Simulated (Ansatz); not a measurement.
**ClGaH2OSi + H2: a complex and its separated parts**

Aim: how far the complex at one end of a reaction step lies below its separated, relaxed parts, level by level.

Computed with Ansatz 0.2.0, Gaussian basis. Level: PBE0-D4/def2-TZVP structures, single points in def2-TZVPP, no counterpoise correction.

Levels: SPW92, PBE-D4, BLYP-D4, r2SCAN-D4, B97M-V, PBE0-D4, B3LYP-D4, r2SCAN0-D4, BHLYP-D4, CAM-B3LYP-D4, wB97X-V, wB97M-V, B2PLYP, PBE-QIDH, RPA on PBE, Hartree-Fock, MP2, CCSD, CCSD(T).

Cores are frozen in the correlated methods. Filled d shells of the heavier atoms are correlated. B3LYP uses VWN-RPA correlation. B2PLYP carries no dispersion term here.

94 further runs of the same task are left out: 94 set aside as unsound or not needed.

### 1 Starting geometry

The complex: 8 atoms, charge 0, spin multiplicity 1.

Atoms are counted from 1 here; the program's logs count them from 0.

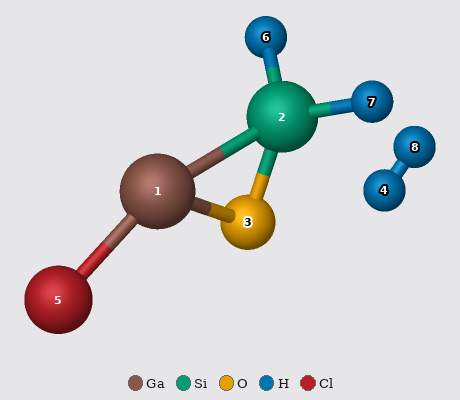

Start geometry, drawn with gallium brown, silicon teal, oxygen amber, hydrogen blue, chlorine red; atoms are numbered from 1 in the order of the file.

Coordinates:

```xyz
8
charge 0, multiplicity 1
Ga   -1.3311    0.7387   -1.4538
Si    0.6040    0.1202   -0.3674
O    -0.8786   -0.0556    0.2663
H     0.6808   -0.9371    2.0031
Cl   -3.4137    1.0290   -1.7759
H     1.3755   -1.0650   -0.8187
H     1.5324    1.1500    0.1629
H     1.4307   -0.9801    1.9834
```

Its parts: ClGaH2OSi holds atoms 1, 2, 3, 5, 6, 7; H2 holds atoms 4, 8. Each part counts its atoms afresh in its own runs.

### 2 Relaxing ClGaH2OSi alone

The input, relax-a/in.yaml:

```yaml
crystal:
  periodic: [false, false, false]
  atoms:
    - {symbol: Ga, position_ang: [-1.331066, 0.738673, -1.453787]}
    - {symbol: Si, position_ang: [0.604042, 0.120187, -0.367377]}
    - {symbol: O, position_ang: [-0.878638, -0.055638, 0.266330]}
    - {symbol: Cl, position_ang: [-3.413671, 1.029025, -1.775871]}
    - {symbol: H, position_ang: [1.375468, -1.065004, -0.818711]}
    - {symbol: H, position_ang: [1.532387, 1.149996, 0.162871]}
basis:
  gaussian: {orbitals: def2-TZVP}
hamiltonian: {xc: pbe0, dispersion: d4}
relax: {f_tol: 0.005, max_steps: 200}
```

The run is started by

```bash
$ ansatz run in.yaml --threads 4 --pin off --events-out ev --progress --plain --max-ram 9574MiB
```

What it wrote, shortened:

```text
Functional definition: PBE0
  name "PBE0"
  cite "Adamo & Barone, J. Chem. Phys. 110, 6158 (1999) doi:10.1063/1.478522"
  cite "Perdew, Burke & Ernzerhof, Phys. Rev. Lett. 77, 3865 (1996) doi:10.1103/PhysRevLett.77.3865"
  parent pbe
[...]
1188 factors; their error is unknown
[...]
mean field -74844.79135430 eV, -2750.4953506487 hartree, gradient 2.4e-5 eV, S^2 0.000000; 0 other end points of the search recorded, 0 dependent functions left out
[...]
reference -74844.79138498 eV, -2750.4953517763 hartree; 36, 36 occupied and 129, 129 virtual orbitals, 1188 factors
[...]
reference -74844.79401212 eV, -2750.4954483218 hartree; 36, 36 occupied and 129, 129 virtual orbitals, 1188 factors
Total energy: -74844.92760700 eV, -2750.5003578432 hartree
Atom 0 at    -1.334932     0.737648    -1.450715 Å, force    -0.002603     0.000308    -0.000319 eV/Å
Atom 1 at     0.602446     0.128453    -0.385788 Å, force    -0.004526    -0.000112     0.001183 eV/Å
Atom 2 at    -0.872947    -0.054467     0.262851 Å, force     0.001902     0.000085    -0.000509 eV/Å
Atom 3 at    -3.414060     1.028394    -1.774511 Å, force     0.001718    -0.000039    -0.000155 eV/Å
Atom 4 at     1.375643    -1.067394    -0.809331 Å, force     0.001701    -0.001313    -0.000623 eV/Å
Atom 5 at     1.532373     1.144606     0.170949 Å, force     0.001808     0.001071     0.000423 eV/Å
Dipole moment:     0.515845     0.048446    -0.191766 e Å
```

Run time: 9 s. Hardware: 4 threads of Intel Xeon 6975P-C, shared host.

Along the way:

| step | energy from step 1 (eV) | largest force component (eV/Å) |
| --- | --- | --- |
| 1 | 0.0000 | 0.1796 |
| 2 | -0.0022 | 0.0570 |
| 3 | -0.0026 | 0.0315 |
| 4 | -0.0026 | 0.0207 |
| 5 | -0.0027 | 0.0199 |
| 6 | -0.0027 | 0.0045 |

Distances of close pairs at the start and the end, largest changes first:

| bond | before (Å) | after (Å) | change (Å) |
| --- | --- | --- | --- |
| Ga1–Si2 | 2.304 | 2.293 | -0.011 |
| Ga1–O3 | 1.948 | 1.943 | -0.004 |
| Ga1–Cl4 | 2.127 | 2.124 | -0.003 |
| Si2–H6 | 1.484 | 1.486 | +0.001 |
| Si2–H5 | 1.484 | 1.486 | +0.001 |
| Si2–O3 | 1.622 | 1.622 | +0.000 |

### 3 Relaxing H2 alone

The input, relax-b/in.yaml:

```yaml
crystal:
  periodic: [false, false, false]
  atoms:
    - {symbol: H, position_ang: [0.680804, -0.937121, 2.003130]}
    - {symbol: H, position_ang: [1.430674, -0.980118, 1.983414]}
basis:
  gaussian: {orbitals: def2-TZVP}
hamiltonian: {xc: pbe0, dispersion: d4}
relax: {f_tol: 0.005, max_steps: 200}
```

The run is started by

```bash
$ ansatz run in.yaml --threads 4 --pin off --events-out ev --progress --plain --max-ram 9574MiB
```

What it wrote, shortened:

```text
[... 5 set-up lines as earlier in the session ...]
[...]
88 factors; their error is unknown
[...]
mean field -31.78815980 eV, -1.1681933259 hartree, gradient 1.7e-5 eV, S^2 0.000000; 0 other end points of the search recorded, 0 dependent functions left out
[...]
reference -31.78866848 eV, -1.1682120194 hartree; 1, 1 occupied and 11, 11 virtual orbitals, 88 factors
Total energy: -31.79027504 eV, -1.1682710596 hartree
Atom 0 at     0.683380    -0.937269     2.003062 Å, force     0.002909    -0.000167    -0.000076 eV/Å
Atom 1 at     1.428098    -0.979970     1.983482 Å, force    -0.002909     0.000167     0.000076 eV/Å
Dipole moment:     0.000000    -0.000000    -0.000000 e Å
```

Run time: 0.1 s. Hardware: 4 threads of Intel Xeon 6975P-C, shared host.

Step by step:

| step | energy from step 1 (eV) | largest force component (eV/Å) |
| --- | --- | --- |
| 1 | 0.0000 | 0.1859 |
| 2 | -0.0005 | 0.0029 |

The bond:

| bond | before (Å) | after (Å) | change (Å) |
| --- | --- | --- | --- |
| H1–H2 | 0.751 | 0.746 | -0.005 |

### 4 SPW92/def2-TZVPP

The input, parta/in.yaml:

```yaml
crystal:
  periodic: [false, false, false]
  atoms:
    - {symbol: Ga, position_ang: [-1.334932, 0.737648, -1.450715]}
    - {symbol: Si, position_ang: [0.602446, 0.128453, -0.385788]}
    - {symbol: O, position_ang: [-0.872947, -0.054467, 0.262851]}
    - {symbol: Cl, position_ang: [-3.414060, 1.028394, -1.774511]}
    - {symbol: H, position_ang: [1.375643, -1.067394, -0.809331]}
    - {symbol: H, position_ang: [1.532373, 1.144606, 0.170949]}
basis:
  gaussian: {orbitals: def2-TZVPP}
hamiltonian: {xc: lda}
```

The input, partb/in.yaml:

```yaml
crystal:
  periodic: [false, false, false]
  atoms:
    - {symbol: H, position_ang: [0.683380, -0.937269, 2.003062]}
    - {symbol: H, position_ang: [1.428098, -0.979970, 1.983482]}
basis:
  gaussian: {orbitals: def2-TZVPP}
hamiltonian: {xc: lda}
```

Each run has its own folder and the same command.

The run is started by

```bash
$ ansatz run in.yaml --threads 4 --pin off --events-out ev --progress --plain --max-ram 9574MiB
```

Log of parta, shortened:

```text
Functional definition: SPW92
  name "SPW92"
  cite "Dirac, Proc. Camb. Phil. Soc. 26, 376 (1930) doi:10.1017/S0305004100016108"
  cite "Slater, Phys. Rev. 81, 385 (1951) doi:10.1103/PhysRev.81.385"
  cite "Perdew & Wang, Phys. Rev. B 45, 13244 (1992) doi:10.1103/PhysRevB.45.13244"
[...]
1219 factors; their error is unknown
[...]
mean field -74692.40014730 eV, -2744.8950770861 hartree, gradient 2.4e-5 eV, S^2 0.000000; 0 other end points of the search recorded, 0 dependent functions left out
reference -74692.40018483 eV, -2744.8950784653 hartree; 36, 36 occupied and 155, 155 virtual orbitals, 1219 factors
Total energy: -74692.40018483 eV, -2744.8950784653 hartree
```

Log of partb, shortened:

```text
[... 5 set-up lines as earlier in the session ...]
[...]
118 factors; their error is unknown
[...]
mean field -30.93531989 eV, -1.1368520373 hartree, gradient 4.4e-5 eV, S^2 0.000000; 0 other end points of the search recorded, 0 dependent functions left out
reference -30.93534057 eV, -1.1368527972 hartree; 1, 1 occupied and 27, 27 virtual orbitals, 118 factors
Total energy: -30.93534057 eV, -1.1368527972 hartree
```

Wall times: 0.5 s (parta), 0.05 s (partb) on 4 threads of Intel Xeon 6975P-C, shared host.

### 5 PBE-D4/def2-TZVPP

The same edit goes into each in.yaml of step 4 (parta, partb):

```diff
-hamiltonian: {xc: lda}
+hamiltonian: {xc: pbe, dispersion: d4}
```

Each run has its own folder and the same command.

The run is started by

```bash
$ ansatz run in.yaml --threads 4 --pin off --events-out ev --progress --plain --max-ram 9574MiB
```

parta printed, shortened:

```text
Functional definition: PBE
  name "PBE"
[... 2 set-up lines as earlier in the session ...]
[...]
1219 factors; their error is unknown
[...]
mean field -74842.15456509 eV, -2750.3984504328 hartree, gradient 2.8e-5 eV, S^2 0.000000; 0 other end points of the search recorded, 0 dependent functions left out
reference -74842.15460517 eV, -2750.3984519056 hartree; 36, 36 occupied and 155, 155 virtual orbitals, 1219 factors
Total energy: -74842.31113211 eV, -2750.4042041647 hartree
```

Output in partb, shortened:

```text
[... 4 set-up lines as earlier in the session ...]
[...]
118 factors; their error is unknown
[...]
mean field -31.73222761 eV, -1.1661378558 hartree, gradient 3.1e-5 eV, S^2 0.000000; 0 other end points of the search recorded, 0 dependent functions left out
reference -31.73224929 eV, -1.1661386524 hartree; 1, 1 occupied and 27, 27 virtual orbitals, 118 factors
Total energy: -31.73426853 eV, -1.1662128581 hartree
```

Times: 0.75 s (parta), 0.05 s (partb) on 4 threads of Intel Xeon 6975P-C, shared host.

### 6 BLYP-D4/def2-TZVPP

The same edit goes into each in.yaml of step 5 (parta, partb):

```diff
-hamiltonian: {xc: pbe, dispersion: d4}
+hamiltonian: {xc: {name: BLYP}, dispersion: d4}
```

Each run has its own folder and the same command.

The run is started by

```bash
$ ansatz run in.yaml --threads 4 --pin off --events-out ev --progress --plain --max-ram 9574MiB
```

Log of parta, shortened:

```text
Functional definition: BLYP
  name "BLYP"
  cite "Becke, Phys. Rev. A 38, 3098 (1988) doi:10.1103/PhysRevA.38.3098"
  cite "Lee, Yang & Parr, Phys. Rev. B 37, 785 (1988) doi:10.1103/PhysRevB.37.785"
[...]
1219 factors; their error is unknown
[...]
mean field -74862.94690817 eV, -2751.1625549473 hartree, gradient 3.0e-5 eV, S^2 0.000000; 0 other end points of the search recorded, 0 dependent functions left out
reference -74862.94725087 eV, -2751.1625675411 hartree; 36, 36 occupied and 155, 155 virtual orbitals, 1219 factors
Total energy: -74863.28013875 eV, -2751.1748009451 hartree
```

Output in partb, shortened:

```text
[... 4 set-up lines as earlier in the session ...]
[...]
118 factors; their error is unknown
[...]
mean field -31.82604725 eV, -1.1695856641 hartree, gradient 8.3e-5 eV, S^2 0.000000; 0 other end points of the search recorded, 0 dependent functions left out
reference -31.82623968 eV, -1.1695927356 hartree; 1, 1 occupied and 27, 27 virtual orbitals, 118 factors
Total energy: -31.83113761 eV, -1.1697727313 hartree
```

Times: 0.8 s (parta), 0.05 s (partb) on 4 threads of Intel Xeon 6975P-C, shared host.

### 7 r2SCAN-D4/def2-TZVPP

The same edit goes into each in.yaml of step 6 (parta, partb):

```diff
-hamiltonian: {xc: {name: BLYP}, dispersion: d4}
+hamiltonian: {xc: r2scan, dispersion: d4}
```

The same command starts each run, in its folder.

The run is started by

```bash
$ ansatz run in.yaml --threads 4 --pin off --events-out ev --progress --plain --max-ram 9574MiB
```

Output in parta, shortened:

```text
Functional definition: r2SCAN
  name "r2SCAN"
  cite "Furness, Kaplan, Ning, Perdew & Sun, J. Phys. Chem. Lett. 11, 8208 (2020) doi:10.1021/acs.jpclett.0c02405"
  cite "Furness, Kaplan, Ning, Perdew & Sun, J. Phys. Chem. Lett. 11, 9248 (2020) doi:10.1021/acs.jpclett.0c03077"
  parent r2scan
[...]
1219 factors; their error is unknown
[...]
mean field -74858.63094068 eV, -2751.0039460674 hartree, gradient 6.6e-5 eV, S^2 0.000000; 0 other end points of the search recorded, 0 dependent functions left out
reference -74858.63095241 eV, -2751.0039464986 hartree; 36, 36 occupied and 155, 155 virtual orbitals, 1219 factors
Total energy: -74858.66550262 eV, -2751.0052161955 hartree
```

Output in partb, shortened:

```text
[... 5 set-up lines as earlier in the session ...]
[...]
118 factors; their error is unknown
[...]
mean field -31.87204498 eV, -1.1712760494 hartree, gradient 4.1e-5 eV, S^2 0.000000; 0 other end points of the search recorded, 0 dependent functions left out
reference -31.87205160 eV, -1.1712762926 hartree; 1, 1 occupied and 27, 27 virtual orbitals, 118 factors
Total energy: -31.87255298 eV, -1.1712947182 hartree
```

They took 1.4 s (parta), 0.15 s (partb) on 4 threads of Intel Xeon 6975P-C, shared host.

### 8 B97M-V/def2-TZVPP

The same edit goes into each in.yaml of step 7 (parta, partb):

```diff
-hamiltonian: {xc: r2scan, dispersion: d4}
+hamiltonian: {xc: {name: B97M-V}}
```

One command serves all of them, each in its own folder.

The run is started by

```bash
$ ansatz run in.yaml --threads 4 --pin off --events-out ev --progress --plain --max-ram 9574MiB
```

parta printed, shortened:

```text
Functional definition: B97M-V
  name "B97M-V"
  cite "Mardirossian & Head-Gordon, J. Chem. Phys. 142, 074111 (2015) doi:10.1063/1.4907719"
  cite "Becke, J. Chem. Phys. 107, 8554 (1997) doi:10.1063/1.475007"
  cite "Vydrov & Van Voorhis, J. Chem. Phys. 133, 244103 (2010) doi:10.1063/1.3521275"
  # Of w^i u^j: cxij and so on, Table III.
[...]
  gx(w, u) = cx00 + cx01*u + cx02*u^2 + (cx10 + cx11*u)*w
[...]
  gos(w, u) = cos00 + cos01*u + cos03*u^3 + cos10*w + cos32*w^3*u^2
[...]
      + integral(e_c_pw_mod_opposite_spin*gos(b97_w_opposite, b97_u_opposite)) + vv10(b, c)
1219 factors; their error is unknown
[...]
mean field -74845.43613571 eV, -2750.5190459285 hartree, gradient 3.3e-5 eV, S^2 0.000000; 0 other end points of the search recorded, 0 dependent functions left out
reference -74845.43619416 eV, -2750.5190480766 hartree; 36, 36 occupied and 155, 155 virtual orbitals, 1219 factors
Total energy: -74845.43619416 eV, -2750.5190480766 hartree
```

partb printed, shortened:

```text
[... 5 set-up lines as earlier in the session ...]
  # Of w^i u^j: cxij and so on, Table III.
[...]
  gx(w, u) = cx00 + cx01*u + cx02*u^2 + (cx10 + cx11*u)*w
  gss(w, u) = css00 + css02*u^2 + css10*w + (css32*w^3 + css42*w^4)*u^2
  gos(w, u) = cos00 + cos01*u + cos03*u^3 + cos10*w + cos32*w^3*u^2
[...]
      + integral(e_c_pw_mod_opposite_spin*gos(b97_w_opposite, b97_u_opposite)) + vv10(b, c)
118 factors; their error is unknown
[...]
mean field -31.90527632 eV, -1.1724972785 hartree, gradient 8.2e-6 eV, S^2 0.000000; 0 other end points of the search recorded, 0 dependent functions left out
reference -31.90530600 eV, -1.1724983693 hartree; 1, 1 occupied and 27, 27 virtual orbitals, 118 factors
Total energy: -31.90530600 eV, -1.1724983693 hartree
```

Wall times: 2.5 s (parta), 0.1 s (partb) on 4 threads of Intel Xeon 6975P-C, shared host.

### 9 PBE0-D4/def2-TZVPP

The same edit goes into each in.yaml of step 8 (parta, partb):

```diff
-hamiltonian: {xc: {name: B97M-V}}
+hamiltonian: {xc: pbe0, dispersion: d4}
+output: {orbitals: {seedname: orbitals}}
```

Each run has its own folder and the same command.

The run is started by

```bash
$ ansatz run in.yaml --threads 4 --pin off --events-out ev --progress --plain --max-ram 9574MiB
```

Output in parta, shortened:

```text
[... 5 set-up lines as earlier in the session ...]
[...]
1298 factors; their error is unknown
[...]
mean field -74844.80623131 eV, -2750.4958973687 hartree, gradient 8.2e-5 eV, S^2 0.000000; 0 other end points of the search recorded, 0 dependent functions left out
reference -74844.80626165 eV, -2750.4958984838 hartree; 36, 36 occupied and 155, 155 virtual orbitals, 1298 factors
Total energy: -74844.93985654 eV, -2750.5008080056 hartree
```

partb printed, shortened:

```text
[... 5 set-up lines as earlier in the session ...]
[...]
118 factors; their error is unknown
[...]
mean field -31.79610652 eV, -1.1684853624 hartree, gradient 5.5e-5 eV, S^2 0.000000; 0 other end points of the search recorded, 0 dependent functions left out
reference -31.79612251 eV, -1.1684859500 hartree; 1, 1 occupied and 27, 27 virtual orbitals, 118 factors
Total energy: -31.79772908 eV, -1.1685449903 hartree
```

They took 1.2 s (parta), 0.05 s (partb) on 4 threads of Intel Xeon 6975P-C, shared host.

### 10 B3LYP-D4/def2-TZVPP

Each input of step 9 (parta, partb) changes in the same lines:

```diff
-hamiltonian: {xc: pbe0, dispersion: d4}
-output: {orbitals: {seedname: orbitals}}
+hamiltonian: {xc: {name: B3LYP}, dispersion: d4}
```

Each run has its own folder and the same command.

The run is started by

```bash
$ ansatz run in.yaml --threads 4 --pin off --events-out ev --progress --plain --max-ram 9574MiB
```

Log of parta, shortened:

```text
Functional definition: B3LYP
  name "B3LYP"
  cite "Stephens, Devlin, Chabalowski & Frisch, J. Phys. Chem. 98, 11623 (1994) doi:10.1021/j100096a001"
[... 2 set-up lines as earlier in the session ...]
  cite "Vosko, Wilk & Nusair, Can. J. Phys. 58, 1200 (1980) doi:10.1139/p80-159"
[...]
1276 factors; their error is unknown
[...]
mean field -74863.66373145 eV, -2751.1888977169 hartree, gradient 7.8e-5 eV, S^2 0.000000; 0 other end points of the search recorded, 0 dependent functions left out
reference -74863.66398910 eV, -2751.1889071856 hartree; 36, 36 occupied and 155, 155 virtual orbitals, 1276 factors
Total energy: -74863.92158251 eV, -2751.1983735686 hartree
```

Log of partb, shortened:

```text
[... 6 set-up lines as earlier in the session ...]
[...]
118 factors; their error is unknown
[...]
mean field -32.10922355 eV, -1.1799922012 hartree, gradient 4.6e-5 eV, S^2 0.000000; 0 other end points of the search recorded, 0 dependent functions left out
reference -32.10936566 eV, -1.1799974234 hartree; 1, 1 occupied and 27, 27 virtual orbitals, 118 factors
Total energy: -32.11251677 eV, -1.1801132246 hartree
```

They took 1.1 s (parta), 0.05 s (partb) on 4 threads of Intel Xeon 6975P-C, shared host.

### 11 r2SCAN0-D4/def2-TZVPP

The same edit goes into each in.yaml of step 10 (parta, partb):

```diff
-hamiltonian: {xc: {name: B3LYP}, dispersion: d4}
+hamiltonian: {xc: {name: r2SCAN0}, dispersion: d4}
```

The same command starts each run, in its folder.

The run is started by

```bash
$ ansatz run in.yaml --threads 4 --pin off --events-out ev --progress --plain --max-ram 9574MiB
```

Output in parta, shortened:

```text
Functional definition: r2SCAN0
  name "r2SCAN0"
  cite "Bursch, Neugebauer, Ehlert & Grimme, J. Chem. Phys. 156, 134105 (2022) doi:10.1063/5.0086040"
[... 3 set-up lines as earlier in the session ...]
[...]
1298 factors; their error is unknown
[...]
mean field -74857.27428097 eV, -2750.9540897428 hartree, gradient 3.8e-5 eV, S^2 0.000000; 0 other end points of the search recorded, 0 dependent functions left out
reference -74857.27429034 eV, -2750.9540900869 hartree; 36, 36 occupied and 155, 155 virtual orbitals, 1298 factors
Total energy: -74857.31736997 eV, -2750.9556732342 hartree
```

partb printed, shortened:

```text
[... 6 set-up lines as earlier in the session ...]
[...]
118 factors; their error is unknown
[...]
mean field -31.85186007 eV, -1.1705342675 hartree, gradient 1.4e-5 eV, S^2 0.000000; 0 other end points of the search recorded, 0 dependent functions left out
reference -31.85186519 eV, -1.1705344558 hartree; 1, 1 occupied and 27, 27 virtual orbitals, 118 factors
Total energy: -31.85240657 eV, -1.1705543512 hartree
```

Times: 1.6 s (parta), 0.15 s (partb) on 4 threads of Intel Xeon 6975P-C, shared host.

### 12 BHLYP-D4/def2-TZVPP

The same edit goes into each in.yaml of step 11 (parta, partb):

```diff
-hamiltonian: {xc: {name: r2SCAN0}, dispersion: d4}
+hamiltonian: {xc: {name: BHLYP}, dispersion: d4}
```

Each run has its own folder and the same command.

The run is started by

```bash
$ ansatz run in.yaml --threads 4 --pin off --events-out ev --progress --plain --max-ram 9574MiB
```

Output in parta, shortened:

```text
Functional definition: BHLYP
  name "BHLYP"
  cite "Becke, J. Chem. Phys. 98, 1372 (1993) doi:10.1063/1.464304"
[... 2 set-up lines as earlier in the session ...]
[...]
1402 factors; their error is unknown
[...]
mean field -74859.57512117 eV, -2751.0386440607 hartree, gradient 7.7e-5 eV, S^2 0.000000; 0 other end points of the search recorded, 0 dependent functions left out
reference -74859.57529702 eV, -2751.0386505228 hartree; 36, 36 occupied and 155, 155 virtual orbitals, 1402 factors
Total energy: -74859.81301610 eV, -2751.0473865378 hartree
```

Log of partb, shortened:

```text
[... 5 set-up lines as earlier in the session ...]
[...]
118 factors; their error is unknown
[...]
mean field -31.83804247 eV, -1.1700264802 hartree, gradient 5.6e-5 eV, S^2 0.000000; 0 other end points of the search recorded, 0 dependent functions left out
reference -31.83813804 eV, -1.1700299921 hartree; 1, 1 occupied and 27, 27 virtual orbitals, 118 factors
Total energy: -31.83988164 eV, -1.1700940684 hartree
```

They took 1.1 s (parta), 0.05 s (partb) on 4 threads of Intel Xeon 6975P-C, shared host.

### 13 CAM-B3LYP-D4/def2-TZVPP

Each input of step 12 (parta, partb) changes in the same lines:

```diff
-hamiltonian: {xc: {name: BHLYP}, dispersion: d4}
+hamiltonian: {xc: {name: CAM-B3LYP}, dispersion: d4}
```

One command serves all of them, each in its own folder.

The run is started by

```bash
$ ansatz run in.yaml --threads 4 --pin off --events-out ev --progress --plain --max-ram 9574MiB
```

Output in parta, shortened:

```text
Functional definition: CAM-B3LYP
  name "CAM-B3LYP"
  cite "Yanai, Tew & Handy, Chem. Phys. Lett. 393, 51 (2004) doi:10.1016/j.cplett.2004.06.011"
  cite "Iikura, Tsuneda, Yanai & Hirao, J. Chem. Phys. 115, 3540 (2001) doi:10.1063/1.1383587"
[... 2 set-up lines as earlier in the session ...]
[...]
1276 factors; their error is unknown
264 factors; integrals over basis functions are off by at most 1.7e-5 eV
[...]
mean field -74864.40290387 eV, -2751.2160618024 hartree, gradient 4.6e-5 eV, S^2 0.000000; 0 other end points of the search recorded, 0 dependent functions left out
reference -74864.40302930 eV, -2751.2160664119 hartree; 36, 36 occupied and 155, 155 virtual orbitals, 1276 factors
Total energy: -74864.54276217 eV, -2751.2212014999 hartree
```

Output in partb, shortened:

```text
[... 6 set-up lines as earlier in the session ...]
[...]
  # Exact exchange under (alpha + beta erf(omega r))/r, Becke's under what is left of 1/r.
[...]
118 factors; their error is unknown
42 factors; integrals over basis functions are off by at most 6.3e-5 eV
[...]
mean field -31.88030324 eV, -1.1715795350 hartree, gradient 6.4e-5 eV, S^2 0.000000; 0 other end points of the search recorded, 0 dependent functions left out
reference -31.88037318 eV, -1.1715821052 hartree; 1, 1 occupied and 27, 27 virtual orbitals, 118 factors
Total energy: -31.88188660 eV, -1.1716377221 hartree
```

They took 1.2 s (parta), 0.1 s (partb) on 4 threads of Intel Xeon 6975P-C, shared host.

[end of part 1 of 2]
